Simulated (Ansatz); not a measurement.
# C₂H₇ClGe: molecular dynamics (part 1 of 4)

- system: C₂H₇ClGe
- method: RKS B3LYP-D4/def2-SVP (Ansatz 0.2.0)

It belongs to a series of runs on one base structure; here: dynamics from the highest image of the converged band. Figures and captions count atoms from 1; the log counts them from 0 in places.

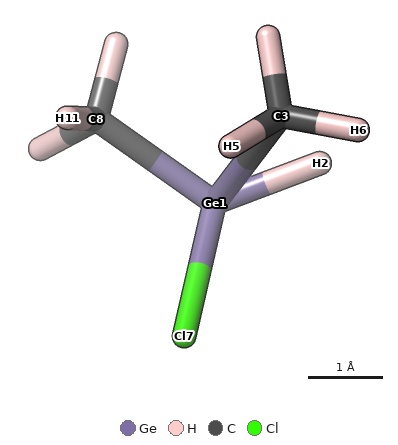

Fig. 1: The input geometry (stick view, seen at a tilt; atoms are numbered from 1 in the order of the input). Sticks mark near contacts. Bond lengths as drawn: Cl–Ge 2.21 Å, C–Ge 1.97 to 2.34 Å, C–H 1.10 Å and Ge–H 1.55 Å.

## Summary

| quantity | value |
| --- | --- |
| outcome | finished |
| mean temperature over the second half | 1362 K |
| trajectory | 200 steps, 100 fs |
| ensemble | nve |
| temperature in the input | 300.0 K |
| time step | 0.5 fs |
| potential energy (last step) | −71218.7018 eV |
| mean-field energy (last step) | −71218.4288 eV |
| largest force (length of the vector) (last step) | 3.812 eV/Å |
| hardware | 4 threads of Arm Neoverse V2, 24 GiB of memory available, shared host |
| wall time | 4.7 min (CPU time 17 min) |
| peak memory | 0.28 GiB |

So short a trajectory is not equilibrated.

## Input file
```yaml
crystal:
  periodic: [false, false, false]
  atoms:
    - { symbol: Ge, position_ang: [-0.472603, 0.121889, 0.517858] }
    - { symbol: H, position_ang: [0.611043, 0.234348, 1.613362] }
    - { symbol: C, position_ang: [1.840462, -0.184234, 0.424723] }
    - { symbol: H, position_ang: [2.036256, -1.251283, 0.594187] }
    - { symbol: H, position_ang: [1.93956, 0.10686, -0.629905] }
    - { symbol: H, position_ang: [2.47805, 0.449745, 1.055153] }
    - { symbol: Cl, position_ang: [-0.461982, 1.866706, -0.832986] }
    - { symbol: C, position_ang: [-0.70943, -1.485937, -0.600651] }
    - { symbol: H, position_ang: [-0.424438, -2.371672, -0.014056] }
    - { symbol: H, position_ang: [-1.76586, -1.568396, -0.891169] }
    - { symbol: H, position_ang: [-0.08306, -1.411627, -1.500718] }
basis:
  gaussian: { orbitals: def2-SVP }
hamiltonian:
  xc: b3lyp
  dispersion: d4
md:
  timestep: 0.5
  n_steps: 200
  ensemble: nve
  temperature: 300.0
  initial_velocities: maxwell_boltzmann
  seed: 4763
```

Command:
```bash
ansatz run input.yaml --threads 4 --pin off --max-ram 5120MiB --backend cpu --events-out ev --progress --plain --runs-dir out
```

## Log
```
Engine: ansatz 0.2.0, aarch64-unknown-linux-gnu
Functional definition: B3LYP
  parameter a0 = 0.2
  parameter ax = 0.72
  parameter ac = 0.81
  exchange = (1 - a0 - ax)*slater_x + ax*b88_x + a0*exact_x
  correlation = (1 - ac)*vwn_rpa_c + ac*lyp_c
1217 factors; integrals over basis functions are off by at most 4.0e-4 eV
mean field evaluation 1: about -71205.3623 eV, gradient 6.8e1 eV
mean field evaluation 2: about -71186.9176 eV, gradient 9.7e1 eV
mean field evaluation 4: about -71216.5949 eV, gradient 1.3e1 eV
mean field evaluation 8: about -71217.1145 eV, gradient 5.1e-1 eV
mean field evaluation 16: about -71217.1153 eV, gradient 2.0e-5 eV
mean field -71217.11531349 eV, -2617.1807150762 hartree, gradient 2.0e-5 eV, S^2 0.000000; 0 other end points of the search recorded, 0 dependent functions left out
the calculation of the forces begins
reference -71217.11555728 eV, -2617.1807240352 hartree; 34, 34 occupied and 79, 79 virtual orbitals, 1217 factors
md step     0: t =     0.00 fs  T =   300.0 K  F+E_penalty+E_count = -71217.50284665 eV  E_kin = 0.349002 eV  conserved = -71217.15384466 eV  (28 SCF iters)
these checks for a lower state are left out or cut short: starts, cluster_reference, orbital_swaps, neighbouring_geometries, increment
1217 factors; integrals over basis functions are off by at most 4.1e-4 eV
mean field -71217.10203009 eV, -2617.1802269203 hartree, gradient 4.6e-5 eV, S^2 0.000000; 0 other end points of the search recorded, 0 dependent functions left out
the calculation of the forces begins
reference -71217.10227392 eV, -2617.1802358809 hartree; 34, 34 occupied and 79, 79 virtual orbitals, 1217 factors
md step     1: t =     0.50 fs  T =   288.7 K  F+E_penalty+E_count = -71217.48952148 eV  E_kin = 0.335868 eV  conserved = -71217.15365344 eV  (28 SCF iters, 3 dispersion substeps)
[... from here on the SCF iterations and repeated set-up lines of each step are left out, up to the last step ...]
md step     2: t =     1.00 fs  T =   258.0 K  F+E_penalty+E_count = -71217.45312322 eV  E_kin = 0.300122 eV  conserved = -71217.15300080 eV  (28 SCF iters, 3 dispersion substeps)
md step     3: t =     1.50 fs  T =   216.6 K  F+E_penalty+E_count = -71217.40408329 eV  E_kin = 0.251997 eV  conserved = -71217.15208656 eV  (28 SCF iters, 3 dispersion substeps)
md step     4: t =     2.00 fs  T =   176.7 K  F+E_penalty+E_count = -71217.35677599 eV  E_kin = 0.205529 eV  conserved = -71217.15124734 eV  (28 SCF iters, 3 dispersion substeps)
md step     5: t =     2.50 fs  T =   149.1 K  F+E_penalty+E_count = -71217.32429447 eV  E_kin = 0.173477 eV  conserved = -71217.15081717 eV  (25 SCF iters, 3 dispersion substeps)
md step     6: t =     3.00 fs  T =   139.6 K  F+E_penalty+E_count = -71217.31337352 eV  E_kin = 0.162434 eV  conserved = -71217.15093946 eV  (25 SCF iters, 3 dispersion substeps)
md step     7: t =     3.50 fs  T =   146.7 K  F+E_penalty+E_count = -71217.32220163 eV  E_kin = 0.170712 eV  conserved = -71217.15149010 eV  (25 SCF iters, 3 dispersion substeps)
md step     8: t =     4.00 fs  T =   163.4 K  F+E_penalty+E_count = -71217.34222858 eV  E_kin = 0.190042 eV  conserved = -71217.15218685 eV  (27 SCF iters, 3 dispersion substeps)
md step     9: t =     4.50 fs  T =   180.2 K  F+E_penalty+E_count = -71217.36243075 eV  E_kin = 0.209665 eV  conserved = -71217.15276577 eV  (27 SCF iters, 3 dispersion substeps)
md step    10: t =     5.00 fs  T =   189.4 K  F+E_penalty+E_count = -71217.37344185 eV  E_kin = 0.220362 eV  conserved = -71217.15308026 eV  (27 SCF iters, 3 dispersion substeps)
md step    11: t =     5.50 fs  T =   186.5 K  F+E_penalty+E_count = -71217.37003031 eV  E_kin = 0.216946 eV  conserved = -71217.15308454 eV  (27 SCF iters, 3 dispersion substeps)
md step    12: t =     6.00 fs  T =   171.2 K  F+E_penalty+E_count = -71217.35197705 eV  E_kin = 0.199187 eV  conserved = -71217.15279016 eV  (27 SCF iters, 3 dispersion substeps)
md step    13: t =     6.50 fs  T =   147.6 K  F+E_penalty+E_count = -71217.32392250 eV  E_kin = 0.171667 eV  conserved = -71217.15225501 eV  (27 SCF iters, 3 dispersion substeps)
md step    14: t =     7.00 fs  T =   122.7 K  F+E_penalty+E_count = -71217.29436206 eV  E_kin = 0.142758 eV  conserved = -71217.15160396 eV  (27 SCF iters, 3 dispersion substeps)
md step    15: t =     7.50 fs  T =   105.3 K  F+E_penalty+E_count = -71217.27356056 eV  E_kin = 0.122526 eV  conserved = -71217.15103495 eV  (27 SCF iters, 3 dispersion substeps)
md step    16: t =     8.00 fs  T =   102.8 K  F+E_penalty+E_count = -71217.27040206 eV  E_kin = 0.119636 eV  conserved = -71217.15076586 eV  (26 SCF iters, 3 dispersion substeps)
md step    17: t =     8.50 fs  T =   118.7 K  F+E_penalty+E_count = -71217.28902927 eV  E_kin = 0.138097 eV  conserved = -71217.15093261 eV  (26 SCF iters, 3 dispersion substeps)
md step    18: t =     9.00 fs  T =   150.7 K  F+E_penalty+E_count = -71217.32679681 eV  E_kin = 0.175292 eV  conserved = -71217.15150495 eV  (27 SCF iters, 3 dispersion substeps)
md step    19: t =     9.50 fs  T =   191.2 K  F+E_penalty+E_count = -71217.37477117 eV  E_kin = 0.222485 eV  conserved = -71217.15228635 eV  (27 SCF iters, 3 dispersion substeps)
md step    20: t =    10.00 fs  T =   230.2 K  F+E_penalty+E_count = -71217.42077402 eV  E_kin = 0.267775 eV  conserved = -71217.15299898 eV  (29 SCF iters, 3 dispersion substeps)
md step    21: t =    10.50 fs  T =   258.2 K  F+E_penalty+E_count = -71217.45371116 eV  E_kin = 0.300322 eV  conserved = -71217.15338958 eV  (27 SCF iters, 3 dispersion substeps)
md step    22: t =    11.00 fs  T =   270.1 K  F+E_penalty+E_count = -71217.46754335 eV  E_kin = 0.314233 eV  conserved = -71217.15330999 eV  (27 SCF iters, 3 dispersion substeps)
md step    23: t =    11.50 fs  T =   267.2 K  F+E_penalty+E_count = -71217.46363024 eV  E_kin = 0.310876 eV  conserved = -71217.15275430 eV  (27 SCF iters, 3 dispersion substeps)
md step    24: t =    12.00 fs  T =   256.9 K  F+E_penalty+E_count = -71217.45075115 eV  E_kin = 0.298865 eV  conserved = -71217.15188566 eV  (27 SCF iters, 3 dispersion substeps)
md step    25: t =    12.50 fs  T =   250.6 K  F+E_penalty+E_count = -71217.44251420 eV  E_kin = 0.291509 eV  conserved = -71217.15100486 eV  (27 SCF iters, 3 dispersion substeps)
md step    26: t =    13.00 fs  T =   259.8 K  F+E_penalty+E_count = -71217.45270562 eV  E_kin = 0.302271 eV  conserved = -71217.15043434 eV  (26 SCF iters, 3 dispersion substeps)
md step    27: t =    13.50 fs  T =   292.3 K  F+E_penalty+E_count = -71217.49038791 eV  E_kin = 0.340041 eV  conserved = -71217.15034684 eV  (26 SCF iters, 3 dispersion substeps)
md step    28: t =    14.00 fs  T =   349.5 K  F+E_penalty+E_count = -71217.55723714 eV  E_kin = 0.406563 eV  conserved = -71217.15067443 eV  (26 SCF iters, 3 dispersion substeps)
md step    29: t =    14.50 fs  T =   427.4 K  F+E_penalty+E_count = -71217.64844561 eV  E_kin = 0.497258 eV  conserved = -71217.15118803 eV  (26 SCF iters, 3 dispersion substeps)
md step    30: t =    15.00 fs  T =   519.6 K  F+E_penalty+E_count = -71217.75615127 eV  E_kin = 0.604474 eV  conserved = -71217.15167677 eV  (27 SCF iters, 3 dispersion substeps)
md step    31: t =    15.50 fs  T =   619.6 K  F+E_penalty+E_count = -71217.87285527 eV  E_kin = 0.720773 eV  conserved = -71217.15208269 eV  (27 SCF iters, 3 dispersion substeps)
md step    32: t =    16.00 fs  T =   722.2 K  F+E_penalty+E_count = -71217.99270466 eV  E_kin = 0.840162 eV  conserved = -71217.15254279 eV  (27 SCF iters, 3 dispersion substeps)
md step    33: t =    16.50 fs  T =   822.2 K  F+E_penalty+E_count = -71218.10987042 eV  E_kin = 0.956491 eV  conserved = -71217.15337991 eV  (25 SCF iters, 3 dispersion substeps)
md step    34: t =    17.00 fs  T =   910.5 K  F+E_penalty+E_count = -71218.21421798 eV  E_kin = 1.059172 eV  conserved = -71217.15504638 eV  (25 SCF iters, 3 dispersion substeps)
md step    35: t =    17.50 fs  T =   969.2 K  F+E_penalty+E_count = -71218.28539705 eV  E_kin = 1.127517 eV  conserved = -71217.15787964 eV  (25 SCF iters, 3 dispersion substeps)
md step    36: t =    18.00 fs  T =   969.8 K  F+E_penalty+E_count = -71218.28954339 eV  E_kin = 1.128170 eV  conserved = -71217.16137300 eV  (25 SCF iters, 3 dispersion substeps)
md step    37: t =    18.50 fs  T =   882.5 K  F+E_penalty+E_count = -71218.18958568 eV  E_kin = 1.026594 eV  conserved = -71217.16299135 eV  (25 SCF iters, 3 dispersion substeps)
md step    38: t =    19.00 fs  T =   709.7 K  F+E_penalty+E_count = -71217.98407442 eV  E_kin = 0.825609 eV  conserved = -71217.15846504 eV  (27 SCF iters, 3 dispersion substeps)
md step    39: t =    19.50 fs  T =   528.8 K  F+E_penalty+E_count = -71217.76279935 eV  E_kin = 0.615204 eV  conserved = -71217.14759526 eV  (26 SCF iters, 3 dispersion substeps)
md step    40: t =    20.00 fs  T =   475.9 K  F+E_penalty+E_count = -71217.69447446 eV  E_kin = 0.553655 eV  conserved = -71217.14081994 eV  (25 SCF iters, 3 dispersion substeps)
md step    41: t =    20.50 fs  T =   626.4 K  F+E_penalty+E_count = -71217.87618266 eV  E_kin = 0.728692 eV  conserved = -71217.14749080 eV  (25 SCF iters, 3 dispersion substeps)
md step    42: t =    21.00 fs  T =   903.7 K  F+E_penalty+E_count = -71218.21104013 eV  E_kin = 1.051312 eV  conserved = -71217.15972826 eV  (25 SCF iters, 3 dispersion substeps)
md step    43: t =    21.50 fs  T =  1157.0 K  F+E_penalty+E_count = -71218.51180982 eV  E_kin = 1.346033 eV  conserved = -71217.16577675 eV  (28 SCF iters, 3 dispersion substeps)
md step    44: t =    22.00 fs  T =  1292.2 K  F+E_penalty+E_count = -71218.66774084 eV  E_kin = 1.503253 eV  conserved = -71217.16448833 eV  (25 SCF iters, 3 dispersion substeps)
md step    45: t =    22.50 fs  T =  1303.4 K  F+E_penalty+E_count = -71218.67640036 eV  E_kin = 1.516255 eV  conserved = -71217.16014498 eV  (24 SCF iters, 3 dispersion substeps)
md step    46: t =    23.00 fs  T =  1232.1 K  F+E_penalty+E_count = -71218.58925777 eV  E_kin = 1.433374 eV  conserved = -71217.15588400 eV  (25 SCF iters, 3 dispersion substeps)
md step    47: t =    23.50 fs  T =  1127.0 K  F+E_penalty+E_count = -71218.46392525 eV  E_kin = 1.311057 eV  conserved = -71217.15286808 eV  (26 SCF iters, 3 dispersion substeps)
md step    48: t =    24.00 fs  T =  1024.7 K  F+E_penalty+E_count = -71218.34333172 eV  E_kin = 1.192040 eV  conserved = -71217.15129204 eV  (26 SCF iters, 3 dispersion substeps)
md step    49: t =    24.50 fs  T =   945.2 K  F+E_penalty+E_count = -71218.25052376 eV  E_kin = 1.099577 eV  conserved = -71217.15094724 eV  (26 SCF iters, 3 dispersion substeps)
md step    50: t =    25.00 fs  T =   893.4 K  F+E_penalty+E_count = -71218.19071091 eV  E_kin = 1.039328 eV  conserved = -71217.15138260 eV  (26 SCF iters, 3 dispersion substeps)
md step    51: t =    25.50 fs  T =   864.2 K  F+E_penalty+E_count = -71218.15736964 eV  E_kin = 1.005308 eV  conserved = -71217.15206130 eV  (26 SCF iters, 3 dispersion substeps)
md step    52: t =    26.00 fs  T =   848.6 K  F+E_penalty+E_count = -71218.13971695 eV  E_kin = 0.987163 eV  conserved = -71217.15255374 eV  (26 SCF iters, 3 dispersion substeps)
md step    53: t =    26.50 fs  T =   839.5 K  F+E_penalty+E_count = -71218.12929886 eV  E_kin = 0.976648 eV  conserved = -71217.15265107 eV  (26 SCF iters, 3 dispersion substeps)
md step    54: t =    27.00 fs  T =   835.2 K  F+E_penalty+E_count = -71218.12399642 eV  E_kin = 0.971646 eV  conserved = -71217.15235038 eV  (26 SCF iters, 3 dispersion substeps)
md step    55: t =    27.50 fs  T =   839.6 K  F+E_penalty+E_count = -71218.12849963 eV  E_kin = 0.976746 eV  conserved = -71217.15175371 eV  (26 SCF iters, 3 dispersion substeps)
md step    56: t =    28.00 fs  T =   860.8 K  F+E_penalty+E_count = -71218.15237411 eV  E_kin = 1.001357 eV  conserved = -71217.15101739 eV  (26 SCF iters, 3 dispersion substeps)
md step    57: t =    28.50 fs  T =   908.0 K  F+E_penalty+E_count = -71218.20670977 eV  E_kin = 1.056362 eV  conserved = -71217.15034766 eV  (26 SCF iters, 3 dispersion substeps)
md step    58: t =    29.00 fs  T =   989.5 K  F+E_penalty+E_count = -71218.30115808 eV  E_kin = 1.151139 eV  conserved = -71217.15001917 eV  (26 SCF iters, 3 dispersion substeps)
md step    59: t =    29.50 fs  T =  1109.5 K  F+E_penalty+E_count = -71218.44123419 eV  E_kin = 1.290781 eV  conserved = -71217.15045351 eV  (26 SCF iters, 3 dispersion substeps)
md step    60: t =    30.00 fs  T =  1263.2 K  F+E_penalty+E_count = -71218.62164226 eV  E_kin = 1.469522 eV  conserved = -71217.15212063 eV  (25 SCF iters, 3 dispersion substeps)
md step    61: t =    30.50 fs  T =  1429.9 K  F+E_penalty+E_count = -71218.81886295 eV  E_kin = 1.663462 eV  conserved = -71217.15540122 eV  (26 SCF iters, 3 dispersion substeps)
md step    62: t =    31.00 fs  T =  1570.0 K  F+E_penalty+E_count = -71218.98673409 eV  E_kin = 1.826459 eV  conserved = -71217.16027517 eV  (26 SCF iters, 3 dispersion substeps)
md step    63: t =    31.50 fs  T =  1628.1 K  F+E_penalty+E_count = -71219.05945618 eV  E_kin = 1.893998 eV  conserved = -71217.16545836 eV  (26 SCF iters, 3 dispersion substeps)
md step    64: t =    32.00 fs  T =  1553.7 K  F+E_penalty+E_count = -71218.97460941 eV  E_kin = 1.807451 eV  conserved = -71217.16715851 eV  (26 SCF iters, 3 dispersion substeps)
md step    65: t =    32.50 fs  T =  1349.6 K  F+E_penalty+E_count = -71218.73035459 eV  E_kin = 1.570074 eV  conserved = -71217.16028058 eV  (28 SCF iters, 3 dispersion substeps)
md step    66: t =    33.00 fs  T =  1120.1 K  F+E_penalty+E_count = -71218.44969119 eV  E_kin = 1.303087 eV  conserved = -71217.14660396 eV  (25 SCF iters, 3 dispersion substeps)
md step    67: t =    33.50 fs  T =  1029.5 K  F+E_penalty+E_count = -71218.33791647 eV  E_kin = 1.197684 eV  conserved = -71217.14023235 eV  (26 SCF iters, 3 dispersion substeps)
md step    68: t =    34.00 fs  T =  1149.6 K  F+E_penalty+E_count = -71218.48631927 eV  E_kin = 1.337370 eV  conserved = -71217.14894966 eV  (26 SCF iters, 3 dispersion substeps)
md step    69: t =    34.50 fs  T =  1383.9 K  F+E_penalty+E_count = -71218.77081490 eV  E_kin = 1.609953 eV  conserved = -71217.16086192 eV  (26 SCF iters, 3 dispersion substeps)
md step    70: t =    35.00 fs  T =  1582.8 K  F+E_penalty+E_count = -71219.00661118 eV  E_kin = 1.841377 eV  conserved = -71217.16523393 eV  (26 SCF iters, 3 dispersion substeps)
md step    71: t =    35.50 fs  T =  1669.5 K  F+E_penalty+E_count = -71219.10551714 eV  E_kin = 1.942207 eV  conserved = -71217.16330965 eV  (26 SCF iters, 3 dispersion substeps)
md step    72: t =    36.00 fs  T =  1646.8 K  F+E_penalty+E_count = -71219.07541584 eV  E_kin = 1.915794 eV  conserved = -71217.15962145 eV  (25 SCF iters, 3 dispersion substeps)
md step    73: t =    36.50 fs  T =  1550.1 K  F+E_penalty+E_count = -71218.95978555 eV  E_kin = 1.803340 eV  conserved = -71217.15644600 eV  (26 SCF iters, 3 dispersion substeps)
md step    74: t =    37.00 fs  T =  1415.9 K  F+E_penalty+E_count = -71218.80138765 eV  E_kin = 1.647221 eV  conserved = -71217.15416664 eV  (26 SCF iters, 3 dispersion substeps)
md step    75: t =    37.50 fs  T =  1272.8 K  F+E_penalty+E_count = -71218.63328612 eV  E_kin = 1.480697 eV  conserved = -71217.15258879 eV  (26 SCF iters, 3 dispersion substeps)
md step    76: t =    38.00 fs  T =  1141.4 K  F+E_penalty+E_count = -71218.47937968 eV  E_kin = 1.327869 eV  conserved = -71217.15151087 eV  (26 SCF iters, 3 dispersion substeps)
md step    77: t =    38.50 fs  T =  1035.6 K  F+E_penalty+E_count = -71218.35547951 eV  E_kin = 1.204732 eV  conserved = -71217.15074758 eV  (26 SCF iters, 3 dispersion substeps)
md step    78: t =    39.00 fs  T =   964.6 K  F+E_penalty+E_count = -71218.27233330 eV  E_kin = 1.122152 eV  conserved = -71217.15018137 eV  (26 SCF iters, 3 dispersion substeps)
md step    79: t =    39.50 fs  T =   935.8 K  F+E_penalty+E_count = -71218.23850067 eV  E_kin = 1.088708 eV  conserved = -71217.14979281 eV  (26 SCF iters, 3 dispersion substeps)
md step    80: t =    40.00 fs  T =   954.7 K  F+E_penalty+E_count = -71218.26025214 eV  E_kin = 1.110634 eV  conserved = -71217.14961828 eV  (26 SCF iters, 3 dispersion substeps)
md step    81: t =    40.50 fs  T =  1023.6 K  F+E_penalty+E_count = -71218.34057098 eV  E_kin = 1.190809 eV  conserved = -71217.14976202 eV  (26 SCF iters, 3 dispersion substeps)
md step    82: t =    41.00 fs  T =  1141.0 K  F+E_penalty+E_count = -71218.47774289 eV  E_kin = 1.327337 eV  conserved = -71217.15040571 eV  (26 SCF iters, 3 dispersion substeps)
md step    83: t =    41.50 fs  T =  1298.7 K  F+E_penalty+E_count = -71218.66263747 eV  E_kin = 1.510807 eV  conserved = -71217.15183031 eV  (26 SCF iters, 3 dispersion substeps)
md step    84: t =    42.00 fs  T =  1477.9 K  F+E_penalty+E_count = -71218.87361744 eV  E_kin = 1.719281 eV  conserved = -71217.15433600 eV  (26 SCF iters, 3 dispersion substeps)
md step    85: t =    42.50 fs  T =  1645.8 K  F+E_penalty+E_count = -71219.07276601 eV  E_kin = 1.914658 eV  conserved = -71217.15810802 eV  (27 SCF iters, 3 dispersion substeps)
md step    86: t =    43.00 fs  T =  1756.1 K  F+E_penalty+E_count = -71219.20578656 eV  E_kin = 2.042917 eV  conserved = -71217.16286941 eV  (27 SCF iters, 3 dispersion substeps)
md step    87: t =    43.50 fs  T =  1755.8 K  F+E_penalty+E_count = -71219.20953148 eV  E_kin = 2.042650 eV  conserved = -71217.16688135 eV  (27 SCF iters, 3 dispersion substeps)
md step    88: t =    44.00 fs  T =  1612.3 K  F+E_penalty+E_count = -71219.04165748 eV  E_kin = 1.875711 eV  conserved = -71217.16594627 eV  (27 SCF iters, 3 dispersion substeps)
md step    89: t =    44.50 fs  T =  1362.8 K  F+E_penalty+E_count = -71218.74153874 eV  E_kin = 1.585439 eV  conserved = -71217.15609931 eV  (26 SCF iters, 3 dispersion substeps)
md step    90: t =    45.00 fs  T =  1144.6 K  F+E_penalty+E_count = -71218.47429497 eV  E_kin = 1.331573 eV  conserved = -71217.14272222 eV  (26 SCF iters, 3 dispersion substeps)
md step    91: t =    45.50 fs  T =  1115.9 K  F+E_penalty+E_count = -71218.43882216 eV  E_kin = 1.298155 eV  conserved = -71217.14066741 eV  (26 SCF iters, 3 dispersion substeps)
md step    92: t =    46.00 fs  T =  1300.5 K  F+E_penalty+E_count = -71218.66512821 eV  E_kin = 1.512936 eV  conserved = -71217.15219264 eV  (26 SCF iters, 3 dispersion substeps)
md step    93: t =    46.50 fs  T =  1565.5 K  F+E_penalty+E_count = -71218.98449612 eV  E_kin = 1.821207 eV  conserved = -71217.16328952 eV  (26 SCF iters, 3 dispersion substeps)
md step    94: t =    47.00 fs  T =  1762.9 K  F+E_penalty+E_count = -71219.21709810 eV  E_kin = 2.050904 eV  conserved = -71217.16619369 eV  (26 SCF iters, 3 dispersion substeps)
md step    95: t =    47.50 fs  T =  1831.7 K  F+E_penalty+E_count = -71219.29444245 eV  E_kin = 2.130843 eV  conserved = -71217.16359898 eV  (26 SCF iters, 3 dispersion substeps)
md step    96: t =    48.00 fs  T =  1784.6 K  F+E_penalty+E_count = -71219.23579147 eV  E_kin = 2.076150 eV  conserved = -71217.15964151 eV  (30 SCF iters, 3 dispersion substeps)
```
